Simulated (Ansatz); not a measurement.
**MoNH+ (quartet): wave-function methods side by side, def2-SVP**

How much of the correlation energy of MoNH+ (quartet) does each wave-function method recover here?

Method: def2-SVP, core rule «outside noble gas», up to 5 orbitals frozen; program: Ansatz 0.2.0, Gaussian basis.

To be run: UHF; CCSD(T) on ROHF; CCSD(T) on UHF; CISD as a restricted active space (open shells left free, so some higher excitations enter); CCSDT(Q) on ROHF; CCSDT(Q) on UHF; CASSCF and MRCISD+Q, 11 electrons in 11 orbitals; CASSCF and NEVPT2, 11 electrons in 11 orbitals.

13 further runs of the same task are left out: 7 that didn't finish, 6 set aside as unsound or not needed. Runs told in other sessions of the task aren't counted.

## (1) The system

The geometry is a PBE0/def2-TZVP stationary point (not a proven minimum) of the parent state, kept for this charge and spin. No spin-orbit coupling is included. Elements past krypton take def2 core potentials.

3 atoms, charge 1, spin multiplicity 4.

Atoms are counted from 1 here; the program's logs count them from 0.

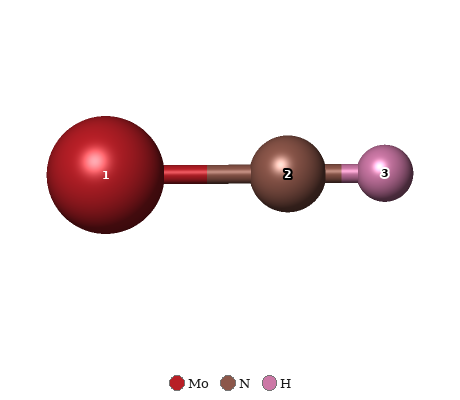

The structure; molybdenum red, nitrogen brown, hydrogen pink; atoms are numbered from 1 in the order of the file.

In the tables R marks a restricted open-shell determinant and U an unrestricted one; 'valence' is the active space of 11 electrons in 11 orbitals; energies count from the table's Hartree-Fock row.

## (2) UHF

The input, in.yaml:

```yaml
crystal:
  periodic: [false, false, false]
  atoms:
    - {symbol: Mo, position_ang: [0.000000, 0.000000, 1.619500]}
    - {symbol: N, position_ang: [0.000000, 0.000000, -0.299200]}
    - {symbol: H, position_ang: [0.000000, 0.000000, -1.320300]}
basis:
  gaussian: {orbitals: def2-SVP}
total_charge: 1
magnetization: {spin_polarized: true, initial_magnetization: 3}
hamiltonian: {xc: hf}
output: {orbitals: {seedname: orbitals}}
```

Command:

```
$ ansatz run in.yaml --threads 1 --pin off --events-out ev --progress --plain --max-ram 2393MiB
```

Standard output:

```text
Functional definition: HF
  name "HF"
  cite "Fock, Z. Phys. 61, 126 (1930) doi:10.1007/BF01340294"
  parent pbe
  exchange = exact_x
  correlation = 0
522 factors; integrals over basis functions are off by at most 1.3e-3 eV
mean field evaluation 1: about -3310.6185 eV, gradient 5.2e1 eV
mean field evaluation 2: about -3310.7013 eV, gradient 5.1e1 eV
mean field evaluation 4: about -3323.3972 eV, gradient 7.0e0 eV
mean field evaluation 8: about -3323.9687 eV, gradient 2.5e0 eV
mean field evaluation 16: about -3327.2360 eV, gradient 3.1e-1 eV
mean field evaluation 32: about -3199.8639 eV, gradient 8.6e1 eV
mean field evaluation 64: about -3327.1220 eV, gradient 6.8e-1 eV
mean field evaluation 96: about -3297.5221 eV, gradient 6.8e1 eV
mean field evaluation 128: about -3321.6773 eV, gradient 1.6e1 eV
mean field evaluation 160: about -3322.5230 eV, gradient 2.2e0 eV
mean field evaluation 192: about -3322.1293 eV, gradient 1.9e0 eV
mean field evaluation 224: about -3323.6068 eV, gradient 2.5e0 eV
mean field evaluation 256: about -3324.1950 eV, gradient 1.5e0 eV
mean field evaluation 288: about -3316.0006 eV, gradient 1.3e1 eV
mean field evaluation 320: about -3322.9154 eV, gradient 1.8e0 eV
mean field evaluation 352: about -3324.7140 eV, gradient 7.1e-1 eV
mean field -3327.25249328 eV, -122.2742738352 hartree, gradient 2.2e-5 eV, S^2 5.325486; 9 other end points of the search recorded, 0 dependent functions left out
reference -3327.25249328 eV, -122.2742738352 hartree; 12, 9 occupied and 38, 41 virtual orbitals, 522 factors
Total energy: -3327.25249328 eV, -122.2742738352 hartree
```

Wall time 2.3 s (1 thread of Arm Neoverse V2, shared host).

From the report: ⟨S²⟩ of the determinant 5.325 (pure quartet: 3.75). The determinant of HF (⟨S²⟩ 5.33) is far from a pure spin state, so its energy mixes those of several spin states; that is harmless only where they are near-degenerate.

## (3) CCSD(T) on ROHF

in.yaml: that of step 2 with these lines changed.

```diff
@@ -9,4 +9,4 @@
 total_charge: 1
-magnetization: {spin_polarized: true, initial_magnetization: 3}
-hamiltonian: {xc: hf}
-output: {orbitals: {seedname: orbitals}}
+magnetization: {spin_polarized: false, initial_magnetization: 3}
+correlation: {method: ccsd_t, electrons: outside_noble_gas}
+output: {forces: true}
```

Same command.

Standard output, shortened:

```text
Functional definition: HF
  name "HF"
  cite "Fock, Z. Phys. 61, 126 (1930) doi:10.1007/BF01340294"
  parent pbe
[...]
522 factors; integrals over basis functions are off by at most 1.3e-3 eV
[...]
mean field -3323.97211650 eV, -122.1537222123 hartree, gradient 7.1e-6 eV, S^2 3.750000; 37 other end points of the search recorded, 0 dependent functions left out
[...]
determinant -3323.97211650 eV, -122.1537222123 hartree, with singles and doubles -3333.12144285 eV, -122.4899537539 hartree
determinant -3323.75086653 eV, -122.1455914257 hartree, with singles and doubles -3331.63229667 eV, -122.4352286411 hartree
determinant -3323.71022203 eV, -122.1440977680 hartree, with singles and doubles -3331.94249629 eV, -122.4466282668 hartree
determinant -3322.91923149 eV, -122.1150294015 hartree, with singles and doubles -3329.51818341 eV, -122.3575364119 hartree
[...]
unrestricted determinant -3327.25249328 eV, -122.2742738352 hartree, S^2 5.3255
5 core orbitals not correlated: weight in the atoms' cores, before any rotation towards them, 0.996 or more for the frozen orbitals, at most 0.002 for the correlated occupied ones
reference -3323.97211650 eV, -122.1537222123 hartree; 7, 4 occupied and 38, 41 virtual orbitals, 522 factors
second order -9.35105080 eV of doubles, -0.05714476 eV of singles
cycle   1  -9.12033199 eV  change    2.9e-2 eV  update   1.4e-2
[...]
cycle  25  -9.17287388 eV  change   -1.0e-7 eV  update   5.9e-8
perturbative correction -0.67401297 eV, -0.0247695197 hartree
[...]
Total energy: -3333.81900335 eV, -122.5155886294 hartree
Atom 0 at     0.000000     0.000000     1.619500 Å, force     0.000000    -0.000000    -4.299696 eV/Å
Atom 1 at     0.000000     0.000000    -0.299200 Å, force    -0.000000    -0.000000     4.740488 eV/Å
Atom 2 at     0.000000     0.000000    -1.320300 Å, force    -0.000000     0.000000    -0.440793 eV/Å
Dipole moment:    -0.000000     0.000000     0.372816 e Å
```

Wall time 29 s (1 thread of Arm Neoverse V2, shared host).

From the report: correlation -9.8469 eV; T1 0.100; largest double amplitude 0.11.

## (4) CCSD(T) on UHF

in.yaml: that of step 3 with these lines changed.

```diff
@@ -9,3 +9,3 @@
 total_charge: 1
-magnetization: {spin_polarized: false, initial_magnetization: 3}
+magnetization: {spin_polarized: true, initial_magnetization: 3}
 correlation: {method: ccsd_t, electrons: outside_noble_gas}
```

Launched as before.

Standard output, shortened:

```text
Functional definition: HF
  name "HF"
  cite "Fock, Z. Phys. 61, 126 (1930) doi:10.1007/BF01340294"
  parent pbe
[...]
522 factors; integrals over basis functions are off by at most 1.3e-3 eV
[...]
mean field -3327.25249328 eV, -122.2742738352 hartree, gradient 5.2e-6 eV, S^2 5.325486; 19 other end points of the search recorded, 0 dependent functions left out
determinant -3327.25249328 eV, -122.2742738352 hartree, with singles and doubles -3333.36366134 eV, -122.4988551193 hartree
determinant -3325.75593887 eV, -122.2192764752 hartree, with singles and doubles -3331.99658357 eV, -122.4486159377 hartree
determinant -3324.90116751 eV, -122.1878642071 hartree, with singles and doubles -3330.57072711 eV, -122.3962166792 hartree
determinant -3324.89144848 eV, -122.1875070393 hartree, with singles and doubles -3332.57284461 eV, -122.4697931405 hartree
[...]
5 core orbitals not correlated: weight in the atoms' cores, before any rotation towards them, 0.990 or more for the frozen orbitals, at most 0.007 for the correlated occupied ones
reference -3327.25249328 eV, -122.2742738352 hartree; 7, 4 occupied and 38, 41 virtual orbitals, 522 factors
second order -4.90121288 eV of doubles, -0.00000000 eV of singles
cycle   1  -6.11752749 eV  change   -6.4e-3 eV  update   9.7e-3
[...]
cycle  15  -6.19174044 eV  change    3.2e-6 eV  update   1.1e-6
perturbative correction -0.31213094 eV, -0.0114706006 hartree
[...]
Total energy: -3333.75636466 eV, -122.5132867000 hartree
Atom 0 at     0.000000     0.000000     1.619500 Å, force     0.000000    -0.000000    -4.195992 eV/Å
Atom 1 at     0.000000     0.000000    -0.299200 Å, force     0.000000     0.000000     4.609342 eV/Å
Atom 2 at     0.000000     0.000000    -1.320300 Å, force    -0.000000    -0.000000    -0.413350 eV/Å
Dipole moment:    -0.000000    -0.000000     0.343995 e Å
```

It took 19 s on 1 thread of Arm Neoverse V2, shared host.

From the report: ⟨S²⟩ of the determinant 5.325 (pure quartet: 3.75); correlation -6.5039 eV; T1 0.088; largest double amplitude 0.11. The determinant of CCSD(T) (⟨S²⟩ 5.33) is far from a pure spin state, so its energy mixes those of several spin states; high orders of coupled cluster remove much of that, low ones don't.

## (5) CISD as a restricted active space (open shells left free, so some higher excitations enter)

in.yaml: that of step 4 with these lines changed.

```diff
@@ -9,4 +9,3 @@
 total_charge: 1
-magnetization: {spin_polarized: true, initial_magnetization: 3}
-correlation: {method: ccsd_t, electrons: outside_noble_gas}
-output: {forces: true}
+magnetization: {spin_polarized: false, initial_magnetization: 3}
+correlation: {active_space: {ras: {orbitals: [4, 3, 38], electrons: 11, max_holes: 2, max_particles: 2}, fixed_orbitals: true}}
```

Same command.

Standard output, shortened:

```text
Functional definition: HF
  name "HF"
  cite "Fock, Z. Phys. 61, 126 (1930) doi:10.1007/BF01340294"
  parent pbe
[...]
522 factors; integrals over basis functions are off by at most 1.3e-3 eV
[...]
mean field -3323.97211650 eV, -122.1537222123 hartree, gradient 7.1e-6 eV, S^2 3.750000; 19 other end points of the search recorded, 0 dependent functions left out
reference -3323.97211650 eV, -122.1537222123 hartree; 12, 9 occupied and 38, 41 virtual orbitals, 522 factors
state -3331.96427253 eV, -122.4474285290 hartree
Total energy: -3331.96427253 eV, -122.4474285290 hartree
```

Wall time 26 s (1 thread of Arm Neoverse V2, shared host).

From the report: 77,903 determinants.

## (6) CCSDT(Q) on ROHF

in.yaml: that of step 5 with these lines changed.

```diff
@@ -10,2 +10,2 @@
 magnetization: {spin_polarized: false, initial_magnetization: 3}
-correlation: {active_space: {ras: {orbitals: [4, 3, 38], electrons: 11, max_holes: 2, max_particles: 2}, fixed_orbitals: true}}
+correlation: {method: ccsdt_q, electrons: outside_noble_gas}
```

Launched as before.

Standard output, shortened:

```text
Functional definition: HF
  name "HF"
  cite "Fock, Z. Phys. 61, 126 (1930) doi:10.1007/BF01340294"
  parent pbe
[...]
885 factors; integrals over basis functions are off by at most 1.3e-7 eV
[...]
mean field -3323.97220536 eV, -122.1537254778 hartree, gradient 7.1e-6 eV, S^2 3.750000; 37 other end points of the search recorded, 0 dependent functions left out
[...]
determinant -3323.97220536 eV, -122.1537254778 hartree, with singles and doubles -3333.12146972 eV, -122.4899547412 hartree
determinant -3323.75095453 eV, -122.1455946597 hartree, with singles and doubles -3331.63236684 eV, -122.4352312198 hartree
determinant -3323.71031424 eV, -122.1441011564 hartree, with singles and doubles -3331.94256008 eV, -122.4466306110 hartree
determinant -3322.91932630 eV, -122.1150328860 hartree, with singles and doubles -3329.51827082 eV, -122.3575396240 hartree
[...]
determinant -3321.07017304 eV, -122.0470777571 hartree, with singles and doubles -3328.05263814 eV, -122.3036786166 hartree
determinant -3320.54828520 eV, -122.0278987328 hartree, with singles and doubles -3327.30553251 eV, -122.2762229909 hartree
determinant -3320.53121964 eV, -122.0272715849 hartree, with singles and doubles -3329.60244402 eV, -122.3606329322 hartree
unrestricted determinant -3327.25253387 eV, -122.2742753271 hartree, S^2 5.3255
5 core orbitals not correlated: weight in the atoms' cores, before any rotation towards them, 0.996 or more for the frozen orbitals, at most 0.002 for the correlated occupied ones
reference -3323.97220536 eV, -122.1537254778 hartree; 7, 4 occupied and 38, 41 virtual orbitals, 885 factors
second order -9.35102241 eV of doubles, -0.05714284 eV of singles
cycle   1  -7.44515504 eV  change     2.0e0 eV  update   3.3e-1
[...]
cycle  34  -9.86350420 eV  change    2.1e-7 eV  update   6.4e-7
perturbative correction -0.02863235 eV, -0.0010522193 hartree
Total energy: -3333.86434191 eV, -122.5172547907 hartree
```

It took 99 s on 1 thread of Arm Neoverse V2, shared host; peak memory 0.87 GiB.

From the report: correlation -9.8921 eV; T1 0.087; largest double amplitude 0.15.

## (7) CCSDT(Q) on UHF

in.yaml: that of step 6 with these lines changed.

```diff
@@ -9,3 +9,3 @@
 total_charge: 1
-magnetization: {spin_polarized: false, initial_magnetization: 3}
+magnetization: {spin_polarized: true, initial_magnetization: 3}
 correlation: {method: ccsdt_q, electrons: outside_noble_gas}
```

Launched as before.

Standard output, shortened:

```text
Functional definition: HF
  name "HF"
  cite "Fock, Z. Phys. 61, 126 (1930) doi:10.1007/BF01340294"
  parent pbe
[...]
885 factors; integrals over basis functions are off by at most 1.3e-7 eV
[...]
mean field -3327.25253387 eV, -122.2742753271 hartree, gradient 5.2e-6 eV, S^2 5.325482; 19 other end points of the search recorded, 0 dependent functions left out
determinant -3327.25253387 eV, -122.2742753271 hartree, with singles and doubles -3333.36368843 eV, -122.4988561148 hartree
determinant -3325.75603047 eV, -122.2192798415 hartree, with singles and doubles -3331.99664647 eV, -122.4486182495 hartree
determinant -3324.90121964 eV, -122.1878661229 hartree, with singles and doubles -3330.57076240 eV, -122.3962179764 hartree
determinant -3324.89154325 eV, -122.1875105220 hartree, with singles and doubles -3332.57289937 eV, -122.4697951527 hartree
[...]
determinant -3323.82358915 eV, -122.1482639329 hartree, with singles and doubles -3330.45963713 eV, -122.3921341979 hartree
determinant -3323.76239416 eV, -122.1460150584 hartree, with singles and doubles -3329.06301559 eV, -122.3408093028 hartree
determinant -3323.98739575 eV, -122.1542837141 hartree, with singles and doubles -3333.03354178 eV, -122.4867234491 hartree
5 core orbitals not correlated: weight in the atoms' cores, before any rotation towards them, 0.990 or more for the frozen orbitals, at most 0.007 for the correlated occupied ones
reference -3327.25253387 eV, -122.2742753271 hartree; 7, 4 occupied and 38, 41 virtual orbitals, 885 factors
second order -4.90119538 eV of doubles, -0.00000000 eV of singles
cycle   1  -5.31890536 eV  change   -4.2e-1 eV  update   1.1e-1
[...]
cycle  33  -6.62309013 eV  change    1.0e-6 eV  update   8.5e-7
perturbative correction -0.06006290 eV, -0.0022072707 hartree
Total energy: -3333.93568690 eV, -122.5198766707 hartree
```

It took 78 s on 1 thread of Arm Neoverse V2, shared host; peak memory 0.66 GiB.

From the report: ⟨S²⟩ of the determinant 5.325 (pure quartet: 3.75); correlation -6.6832 eV; T1 0.105; largest double amplitude 0.15. The determinant of CCSDT(Q) (⟨S²⟩ 5.33) is far from a pure spin state, so its energy mixes those of several spin states; high orders of coupled cluster remove much of that, low ones don't.

## (8) CASSCF and MRCISD+Q, 11 electrons in 11 orbitals

in.yaml: that of step 7 with these lines changed.

```diff
@@ -9,3 +9,3 @@
 total_charge: 1
-magnetization: {spin_polarized: true, initial_magnetization: 3}
-correlation: {method: ccsdt_q, electrons: outside_noble_gas}
+magnetization: {spin_polarized: false, initial_magnetization: 3}
+correlation: {method: fic_mrcisd_q, electrons: outside_noble_gas, active_space: {window: {electrons: 11, orbitals: 11}, shells: [{species: H, l: s, shell: 1}, {species: Mo, l: s, shell: 5}, {species: Mo, l: d, shell: 4}, {species: "N", l: s, shell: 2}, {species: "N", l: p, shell: 2}]}}
```

The command is unchanged.

Standard output, shortened:

```text
Functional definition: HF
  name "HF"
  cite "Fock, Z. Phys. 61, 126 (1930) doi:10.1007/BF01340294"
  parent pbe
[...]
885 factors; integrals over basis functions are off by at most 1.3e-7 eV
[...]
mean field -3323.97220536 eV, -122.1537254778 hartree, gradient 7.1e-6 eV, S^2 3.750000; 19 other end points of the search recorded, 0 dependent functions left out
reference -3323.97220536 eV, -122.1537254778 hartree; 12, 9 occupied and 38, 41 virtual orbitals, 885 factors
state -3329.75179287 eV, -122.3661214011 hartree
contracted CI cycle   1: correlation 0.00000000 eV, 0.0000000000 hartree, residual 1.92e1 eV
contracted CI cycle   2: correlation -3.79459253 eV, -0.1394487033 hartree, residual 3.24e0 eV
contracted CI cycle   3: correlation -3.91031715 eV, -0.1437015046 hartree, residual 7.17e-1 eV
contracted CI cycle   4: correlation -3.91709343 eV, -0.1439505283 hartree, residual 2.44e-1 eV
contracted CI cycle   5: correlation -3.91803727 eV, -0.1439852138 hartree, residual 9.28e-2 eV
contracted CI cycle   6: correlation -3.91816340 eV, -0.1439898493 hartree, residual 3.38e-2 eV
contracted CI cycle   7: correlation -3.91818002 eV, -0.1439904597 hartree, residual 1.18e-2 eV
contracted CI cycle   8: correlation -3.91818196 eV, -0.1439905310 hartree, residual 3.57e-3 eV
contracted CI cycle   9: correlation -3.91818214 eV, -0.1439905379 hartree, residual 1.16e-3 eV
state -3329.75179287 eV, -122.3661214011 hartree; corrected -3333.87583151 eV, -122.5176770260 hartree
Total energy: -3333.87583151 eV, -122.5176770260 hartree
Checks for a lower state left out: starts, orbital_swaps
```

Wall time 24 s (1 thread of Arm Neoverse V2, shared host); peak memory 0.96 GiB.

From the report: 27,476 determinants; active occupations 1.98, 1.96, 1.78, 1.78, 1.00, 1.00, 1.00, 0.22, 0.22, 0.03, 0.02.

## (9) CASSCF and NEVPT2, 11 electrons in 11 orbitals

The input, in.yaml:

```yaml
crystal:
  periodic: [false, false, false]
  atoms:
    - {symbol: Mo, position_ang: [0.000000, 0.000000, 1.619500]}
    - {symbol: N, position_ang: [0.000000, 0.000000, -0.299200]}
    - {symbol: H, position_ang: [0.000000, 0.000000, -1.320300]}
basis:
  gaussian: {orbitals: def2-SVP}
total_charge: 1
magnetization: {spin_polarized: false, initial_magnetization: 3}
correlation: {method: sc_nevpt2, electrons: outside_noble_gas, active_space: {window: {electrons: 11, orbitals: 11}, shells: [{species: H, l: s, shell: 1}, {species: Mo, l: s, shell: 5}, {species: Mo, l: d, shell: 4}, {species: "N", l: s, shell: 2}, {species: "N", l: p, shell: 2}]}}
```

The command is unchanged.

Standard output, shortened:

```text
Functional definition: HF
  name "HF"
  cite "Fock, Z. Phys. 61, 126 (1930) doi:10.1007/BF01340294"
  parent pbe
[...]
885 factors; integrals over basis functions are off by at most 1.3e-7 eV
[...]
mean field -3323.97220536 eV, -122.1537254778 hartree, gradient 7.1e-6 eV, S^2 3.750000; 19 other end points of the search recorded, 0 dependent functions left out
reference -3323.97220536 eV, -122.1537254778 hartree; 12, 9 occupied and 38, 41 virtual orbitals, 885 factors
state -3329.75179287 eV, -122.3661214011 hartree
state -3329.75179287 eV, -122.3661214011 hartree; corrected -3333.05021054 eV, -122.4873360149 hartree
Total energy: -3333.05021054 eV, -122.4873360149 hartree
Checks for a lower state left out: starts, orbital_swaps
```

Run time: 17 s. Hardware: 1 thread of Arm Neoverse V2, shared host.

From the report: 27,476 determinants; active occupations 1.98, 1.96, 1.78, 1.78, 1.00, 1.00, 1.00, 0.22, 0.22, 0.03, 0.02.

## (10) How many determinants matter

Natural occupations of the CASSCF valence state about the gap (report; correlated orbitals 1 to 10): 1.980, 1.962, 1.783, 1.783, 1.002, 1.000, 1.000, 0.217, 0.217, 0.033. The count of effectively unpaired electrons, Σ n²(2 − n)², is 3.61; a single determinant of this spin has 3.

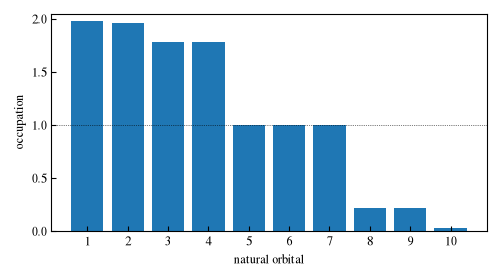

Natural occupations of the CASSCF valence state.

## (11) All levels against the top one

No level here is safe as a reference; RCCSDT(Q) serves as a yardstick only. Rows without a time are mean-field rows or come out of runs for another level: lower rungs of the coupled-cluster runs, CASSCF and MRCISD of the multireference runs, or the Hartree-Fock search. The times of RCCSD(T), UCCSD(T) include forces.

Differences are taken before rounding.

```
          method  energy from the lowest ROHF (meV)  from RCCSDT(Q) (meV)  time
             ROHF                               0.0               +9892.2      
             UHF                           -3280.4               +6611.8      
            RMP2                           -9408.2                +484.0      
            UMP2                           -8181.6               +1710.6      
           RCCSD                           -9172.9                +719.4      
           UCCSD                           -9472.1                +420.1      
        RCCSD(T)                           -9846.9                 +45.3  29 s
        UCCSD(T)                           -9784.2                +108.0  19 s
          RCCSDT                           -9863.6                 +28.6      
          UCCSDT                           -9903.5                 -11.3      
       RCCSDT(Q)                           -9892.2                     0  99 s
       UCCSDT(Q)                           -9963.6                 -71.3  78 s
  CASSCF valence                           -5779.7               +4112.5      
  NEVPT2 valence                           -9078.1                +814.1  17 s
  MRCISD valence                           -9697.9                +194.4      
MRCISD+Q valence                           -9903.7                 -11.5  24 s
```

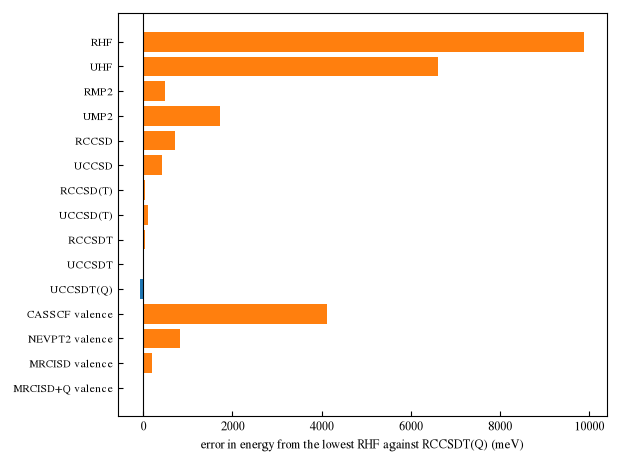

Deviations from RCCSDT(Q), method by method.

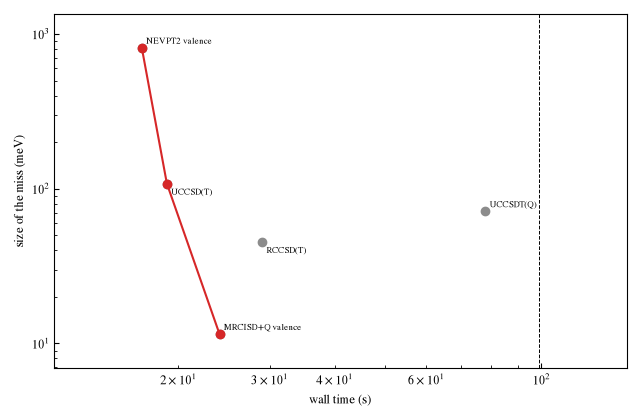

Miss against cost. Red marks the levels that no quicker level drawn beats (of those quicker than the yardstick), and the dashed line is the time of RCCSDT(Q). Times are from a shared host.

Not comparable, so not listed: CISD as a restricted active space (open shells left free, so some higher excitations enter) (they don't share determinant, frozen orbitals or solution with the rows shown, or repeat one).

## (12) Summary of results

| quantity | value |
| --- | --- |
| RCCSDT(Q) from the ROHF energy | -9.8922 eV |
| RMP2 from RCCSDT(Q) | +484.0 meV |
| UMP2 from RCCSDT(Q) | +1710.6 meV |
| RCCSD from RCCSDT(Q) | +719.4 meV |
| RCCSD(T) from RCCSDT(Q) | +45.3 meV |
| UCCSD(T) from RCCSDT(Q) | +108.0 meV |
| UCCSDT(Q) from RCCSDT(Q) | -71.3 meV |
| NEVPT2 valence from RCCSDT(Q) | +814.1 meV |
| MRCISD+Q valence from RCCSDT(Q) | -11.5 meV |
| T1 diagnostic | 0.100 |
| effectively unpaired electrons | 3.61 |

In words: RCCSD(T) lands +45.3 meV from the yardstick (0.5 % of the correlation energy). CCSD(T) misses by +45.3 meV on the restricted determinant and by +108.0 meV on the unrestricted one; the two need not hold the same state or core. The occupations show static correlation (3.61 effectively unpaired electrons where one determinant has 3). Warnings: spin contamination; large T1 diagnostic.
